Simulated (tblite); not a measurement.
## Run report: C2H13OPSi3, geometry relaxation (part 2 of 2)

The same run, continued: C2H13OPSi3; GFN2-xTB geometry optimisation, gas phase (tblite 0.8.0). It belongs to a series of runs on one base structure; here: N replaced by P.

Geometry of the input (Å):
```
C  -2.3537  1.8648  -0.3522
Si -1.1135  1.0707  0.7906
Si -0.1090  -0.5593  -0.3428
C  -0.6851  -2.1671  0.3692
O  -0.7372  -0.5224  -1.9545
Si 2.0677  -0.3553  -0.4947
P  3.0503  0.2630  1.3695
H  -2.7218  1.0347  -0.9986
H  -1.8384  2.5643  -1.0269
H  -3.2175  2.2926  0.1896
H  -0.1767  2.0685  1.3046
H  -1.9009  0.5344  1.9296
H  -0.6919  -2.1439  1.4884
H  -0.1372  -3.0512  -0.0427
H  -1.7492  -2.2872  0.0456
H  -0.2900  -1.1896  -2.4956
H  2.6865  -1.6166  -0.9451
H  2.3601  0.6775  -1.4976
H  3.1078  1.7203  1.3697
H  4.4444  -0.1877  1.2909
```

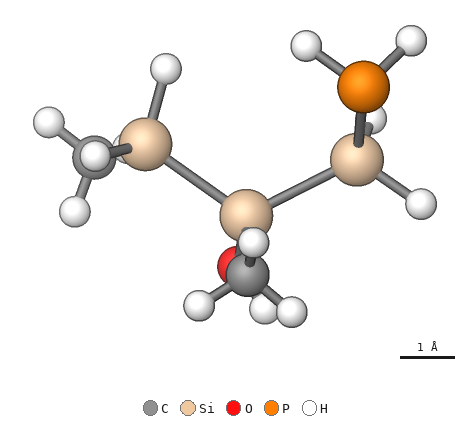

The geometry at step 156 of the log (ball-and-stick view, seen at a tilt).

### Trajectory as extended XYZ, continued
```
20
Properties=species:S:1:pos:R:3:forces:R:3 step=67 energy=-617.54131
C    -2.5229    2.0434   -0.3997    0.0240  -0.0110   0.0060
Si   -1.3088    1.1344    0.7485    0.0070   0.0090   0.0240
Si   -0.1007   -0.5265   -0.3539    0.0490   0.0050  -0.0220
C    -0.4956   -2.2572    0.3697   -0.0210  -0.0300   0.0190
O    -0.7077   -0.4620   -1.8806    0.0060  -0.0030  -0.0170
Si    2.2372   -0.4746   -0.5046    0.0020  -0.0030  -0.0360
P     3.0829   -0.0103    1.5196   -0.0050  -0.0320   0.0370
H    -3.1777    1.3430   -0.9087   -0.0060  -0.0220   0.0090
H    -1.9889    2.5970   -1.1662    0.0050   0.0120   0.0030
H    -3.1476    2.7451    0.1459    0.0120   0.0130  -0.0050
H    -0.3965    2.1353    1.3321   -0.0230  -0.0050  -0.0090
H    -2.0886    0.5922    1.8766    0.0070   0.0120  -0.0190
H    -0.1838   -2.3351    1.4052    0.0420   0.0290   0.0410
H     0.0087   -3.0509   -0.1762    0.0090  -0.0130  -0.0300
H    -1.5603   -2.4687    0.3400   -0.0560  -0.0110  -0.0130
H    -0.5601   -1.1443   -2.5299   -0.0100   0.0060  -0.0080
H     2.8467   -1.7796   -0.8436    0.0080   0.0450   0.0060
H     2.8428    0.4378   -1.4984   -0.0440  -0.0330   0.0220
H     2.8350    1.3434    1.4357   -0.0130   0.0320   0.0130
H     4.3809    0.1482    1.0855    0.0100   0.0000  -0.0210
20
Properties=species:S:1:pos:R:3:forces:R:3 step=89 energy=-617.54697
C    -2.4916    2.0384   -0.4087   -0.0050   0.0060  -0.0040
Si   -1.2920    1.1220    0.7475   -0.0070   0.0020  -0.0090
Si   -0.0972   -0.5404   -0.3683    0.0040  -0.0020  -0.0050
C    -0.4992   -2.2591    0.3807   -0.0020  -0.0050   0.0120
O    -0.7112   -0.4587   -1.8908    0.0020  -0.0090   0.0020
Si    2.2355   -0.4784   -0.5143   -0.0120  -0.0010   0.0170
P     3.0758   -0.0469    1.5201   -0.0150   0.0380  -0.0040
H    -3.1958    1.3468   -0.8628    0.0090   0.0110   0.0160
H    -1.9547    2.5269   -1.2172   -0.0030  -0.0030   0.0200
H    -3.0630    2.7979    0.1189    0.0140  -0.0140  -0.0170
H    -0.3902    2.1181    1.3504    0.0090   0.0090  -0.0080
H    -2.0818    0.5734    1.8637   -0.0110   0.0060   0.0020
H    -0.1112   -2.3281    1.3926   -0.0070  -0.0170  -0.0010
H    -0.0553   -3.0718   -0.1910   -0.0130   0.0120  -0.0030
H    -1.5706   -2.4385    0.4287    0.0130  -0.0110  -0.0020
H    -0.5705   -1.1266   -2.5561   -0.0010  -0.0090  -0.0030
H     2.8983   -1.7487   -0.8692   -0.0020  -0.0110  -0.0270
H     2.7897    0.4693   -1.4993    0.0140   0.0140  -0.0010
H     2.7315    1.2908    1.5049   -0.0050  -0.0160   0.0180
H     4.3484    0.2241    1.0671    0.0200  -0.0010  -0.0030
20
Properties=species:S:1:pos:R:3:forces:R:3 step=112 energy=-617.55124
C    -2.4546    2.0544   -0.4247    0.0060   0.0070   0.0000
Si   -1.2769    1.1189    0.7371    0.0010   0.0090   0.0010
Si   -0.1063   -0.5737   -0.3596   -0.0040  -0.0070   0.0040
C    -0.4998   -2.2961    0.3886   -0.0010   0.0020   0.0010
O    -0.7225   -0.5089   -1.8820   -0.0030   0.0010   0.0010
Si    2.2245   -0.4504   -0.5189    0.0020  -0.0110   0.0000
P     3.0944   -0.0861    1.5178    0.0010  -0.0090  -0.0120
H    -3.2196    1.3922   -0.8191    0.0050   0.0060   0.0000
H    -1.9158    2.4682   -1.2719    0.0050  -0.0070  -0.0060
H    -2.9530    2.8754    0.0829   -0.0130  -0.0010   0.0010
H    -0.3431    2.1035    1.3131   -0.0020  -0.0040  -0.0020
H    -2.0808    0.6207    1.8663    0.0020  -0.0050   0.0050
H    -0.0388   -2.4065    1.3653    0.0050   0.0000   0.0000
H    -0.1304   -3.1057   -0.2379    0.0140   0.0120   0.0040
H    -1.5689   -2.4484    0.5148    0.0000   0.0070  -0.0050
H    -0.5890   -1.1880   -2.5374    0.0000  -0.0050   0.0020
H     2.9114   -1.6828   -0.9563    0.0050   0.0100  -0.0050
H     2.7411    0.5662   -1.4560   -0.0070  -0.0040   0.0010
H     2.6093    1.2020    1.6258   -0.0050   0.0030   0.0040
H     4.3136    0.3556    1.0489   -0.0080  -0.0040   0.0060
20
Properties=species:S:1:pos:R:3:forces:R:3 step=134 energy=-617.55382
C    -2.4169    2.0720   -0.4462   -0.0090  -0.0050  -0.0020
Si   -1.2661    1.1313    0.7355    0.0070  -0.0120  -0.0060
Si   -0.1217   -0.5762   -0.3644    0.0400  -0.0010  -0.0150
C    -0.4539   -2.2952    0.4168    0.0100   0.0010   0.0040
O    -0.7836   -0.5459   -1.8687   -0.0020   0.0030   0.0090
Si    2.2051   -0.4175   -0.5693    0.0010   0.0060   0.0110
P     3.0621   -0.1883    1.4929   -0.0340  -0.0760  -0.0020
H    -3.1806    1.4127   -0.8469   -0.0160   0.0050  -0.0090
H    -1.8587    2.4693   -1.2885   -0.0010   0.0070  -0.0070
H    -2.9158    2.9025    0.0444   -0.0090   0.0050   0.0030
H    -0.3184    2.1103    1.2948    0.0170   0.0060   0.0200
H    -2.0693    0.6522    1.8729   -0.0100   0.0060  -0.0010
H    -0.0113   -2.3571    1.4065   -0.0070  -0.0040  -0.0010
H    -0.0247   -3.0989   -0.1791   -0.0120   0.0110   0.0080
H    -1.5173   -2.4965    0.5191    0.0030  -0.0070   0.0050
H    -0.6838   -1.2500   -2.5032    0.0050  -0.0080  -0.0100
H     2.9155   -1.6030   -1.0872    0.0040  -0.0100  -0.0130
H     2.6990    0.6662   -1.4413   -0.0080  -0.0010   0.0190
H     2.4874    1.0435    1.7206   -0.0220   0.0540   0.0190
H     4.2478    0.3793    1.0881    0.0430   0.0200  -0.0350
20
Properties=species:S:1:pos:R:3:forces:R:3 step=156 energy=-617.55610
C    -2.3916    2.0958   -0.4700   -0.0210  -0.0010   0.0030
Si   -1.2590    1.1353    0.7148   -0.0010   0.0090   0.0050
Si   -0.1267   -0.5896   -0.3723   -0.0020  -0.0170   0.0060
C    -0.4271   -2.2941    0.4547    0.0080  -0.0090   0.0020
O    -0.8139   -0.5956   -1.8656    0.0110  -0.0100   0.0100
Si    2.1934   -0.3931   -0.5979   -0.0150   0.0040  -0.0010
P     3.0737   -0.2835    1.4632   -0.0080   0.0190   0.0010
H    -3.1680    1.4468   -0.8638    0.0030   0.0000  -0.0260
H    -1.8331    2.4858   -1.3163   -0.0060  -0.0090   0.0190
H    -2.8810    2.9319    0.0215    0.0160   0.0120   0.0040
H    -0.2898    2.0872    1.2899   -0.0170   0.0000  -0.0040
H    -2.0886    0.6804    1.8442    0.0070  -0.0040  -0.0040
H     0.0242   -2.3233    1.4428   -0.0140   0.0000  -0.0220
H     0.0137   -3.1040   -0.1246   -0.0090   0.0120   0.0140
H    -1.4857   -2.5167    0.5697    0.0220   0.0180   0.0030
H    -0.7144   -1.3101   -2.4888    0.0030   0.0030  -0.0010
H     2.9294   -1.5128   -1.2165    0.0030  -0.0040  -0.0100
H     2.6422    0.7760   -1.3766    0.0020   0.0010  -0.0120
H     2.4011    0.8747    1.8070    0.0140  -0.0180   0.0110
H     4.1960    0.4195    1.0815    0.0050  -0.0060   0.0030
20
Properties=species:S:1:pos:R:3:forces:R:3 step=178 energy=-617.55943
C    -2.3984    2.1296   -0.4979    0.0020   0.0020  -0.0070
Si   -1.2956    1.1294    0.6825   -0.0030   0.0050  -0.0050
Si   -0.1288   -0.5889   -0.3798    0.0020   0.0100  -0.0060
C    -0.3849   -2.2598    0.5243    0.0040   0.0090  -0.0070
O    -0.8270   -0.6635   -1.8652   -0.0010   0.0010   0.0010
Si    2.1835   -0.3537   -0.6435   -0.0060   0.0100   0.0070
P     3.1165   -0.4255    1.3964    0.0010   0.0050  -0.0020
H    -3.1643    1.5032   -0.9450    0.0040  -0.0080   0.0040
H    -1.8144    2.5541   -1.3092    0.0070  -0.0010   0.0010
H    -2.8958    2.9479    0.0155   -0.0020  -0.0040  -0.0060
H    -0.3438    2.0735    1.2972    0.0000  -0.0010   0.0060
H    -2.1478    0.6526    1.7856   -0.0050  -0.0010   0.0010
H     0.0635   -2.2251    1.5132   -0.0010  -0.0130  -0.0060
H     0.0785   -3.0858   -0.0115    0.0010  -0.0040   0.0050
H    -1.4374   -2.5020    0.6483    0.0020   0.0030   0.0090
H    -0.6833   -1.3769   -2.4813   -0.0050   0.0010   0.0050
H     2.9135   -1.4051   -1.3791   -0.0010  -0.0060  -0.0030
H     2.5992    0.8820   -1.3338   -0.0020   0.0010   0.0060
H     2.3812    0.6324    1.8994    0.0120  -0.0050  -0.0050
H     4.1804    0.3923    1.0809   -0.0060  -0.0040   0.0020
20
Properties=species:S:1:pos:R:3:forces:R:3 step=201 energy=-617.56316
C    -2.3661    2.1477   -0.5822   -0.0020   0.0030  -0.0060
Si   -1.3615    1.1373    0.6738   -0.0050  -0.0060   0.0060
Si   -0.1399   -0.5646   -0.3525    0.0060  -0.0010   0.0000
C    -0.3177   -2.2123    0.6105    0.0030  -0.0030   0.0010
O    -0.8759   -0.7147   -1.8140   -0.0020  -0.0030   0.0070
Si    2.1570   -0.2631   -0.6820   -0.0030  -0.0030  -0.0120
P     3.2059   -0.6299    1.2692   -0.0100  -0.0090  -0.0010
H    -3.0794    1.5165   -1.1036    0.0040   0.0010   0.0000
H    -1.7173    2.5904   -1.3322    0.0060   0.0000   0.0000
H    -2.9193    2.9525   -0.1066   -0.0010  -0.0020   0.0030
H    -0.4610    2.0643    1.3830    0.0040   0.0050  -0.0030
H    -2.2993    0.6448    1.6986   -0.0070   0.0010  -0.0010
H     0.2186   -2.1594    1.5542    0.0020   0.0020  -0.0050
H     0.0947   -3.0527    0.0553   -0.0050   0.0010   0.0010
H    -1.3550   -2.4470    0.8363    0.0070  -0.0050   0.0000
H    -0.7640   -1.4696   -2.3860    0.0080   0.0090   0.0020
H     2.8585   -1.1735   -1.6097   -0.0040   0.0030   0.0090
H     2.5189    1.0745   -1.1869   -0.0040   0.0000   0.0040
H     2.4167    0.2445    1.9932    0.0010   0.0090   0.0020
H     4.1809    0.3249    1.0785    0.0000   0.0000  -0.0070
20
Properties=species:S:1:pos:R:3:forces:R:3 step=223 energy=-617.56501
C    -2.3570    2.1445   -0.6138    0.0060   0.0010   0.0030
Si   -1.4052    1.1360    0.6841    0.0020  -0.0040   0.0010
Si   -0.1582   -0.5591   -0.3225   -0.0040   0.0010   0.0010
C    -0.2979   -2.2110    0.6395    0.0010   0.0020   0.0010
O    -0.9030   -0.7132   -1.7790   -0.0040  -0.0020  -0.0030
Si    2.1299   -0.2336   -0.6745    0.0050  -0.0020   0.0050
P     3.2041   -0.6836    1.2445   -0.0040   0.0070  -0.0020
H    -3.0044    1.5009   -1.2013   -0.0030   0.0030  -0.0020
H    -1.6733    2.6317   -1.3026    0.0000   0.0020  -0.0020
H    -2.9739    2.9139   -0.1589   -0.0030   0.0060  -0.0010
H    -0.5286    2.0644    1.4212    0.0010  -0.0030   0.0000
H    -2.3827    0.6503    1.6743   -0.0020  -0.0060  -0.0020
H     0.2781   -2.1599    1.5598   -0.0020   0.0000   0.0000
H     0.0939   -3.0470    0.0637   -0.0030  -0.0030   0.0000
H    -1.3238   -2.4511    0.9073    0.0050  -0.0010  -0.0010
H    -0.7456   -1.4359   -2.3809    0.0000  -0.0010   0.0060
H     2.8193   -1.1051   -1.6463    0.0020   0.0000  -0.0060
H     2.4795    1.1252   -1.1279    0.0040   0.0010  -0.0010
H     2.5028    0.2470    1.9889    0.0050   0.0030   0.0000
H     4.2412    0.1964    1.0215   -0.0050  -0.0020   0.0020
```

### Results in brief

| quantity | value |
| --- | --- |
| outcome | converged |
| total energy | −617.5650 eV |
| hardware | 1 CPU thread, shared host |
| wall time | 2.2 s |
| peak memory | 0.18 GiB |
